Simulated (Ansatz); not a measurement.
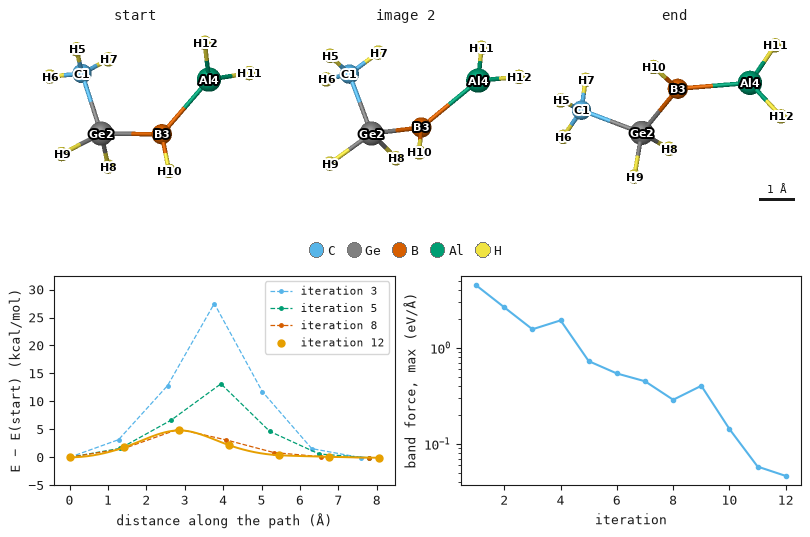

A nudged-elastic-band calculation for CH8AlBGe. Images are numbered from 0 (start) to 6 (end). The plot follows the band through its iterations. A ball-and-stick model, seen at a tilt.

All numbers below come from RKS PBE0/def2-SVP in Ansatz 0.2.0. Settings: 5 movable images; climbing image; force threshold 0.05 eV/Å; iteration limit 60; starting path through a guess of the saddle point.

Q: Did the band converge, and can the barrier be trusted?

A: The result is final at these settings. The band converged in 12 iterations. The largest component of the band force went from 4.5 to 0.047 eV/Å. The climbing image converged on the top of the path. Its vibrational analysis gives one imaginary mode (202i cm⁻¹), as a transition state must have. The first iteration put the highest image at 84.71 kcal/mol. Forward barrier 4.82 kcal/mol, backward barrier 4.89 kcal/mol, with image 2 at the top; the reaction energy is −0.07 kcal/mol.

Cost: 3.8 min on 2 threads of Arm Neoverse V1, with other jobs on the host, peak memory 0.29 GiB.
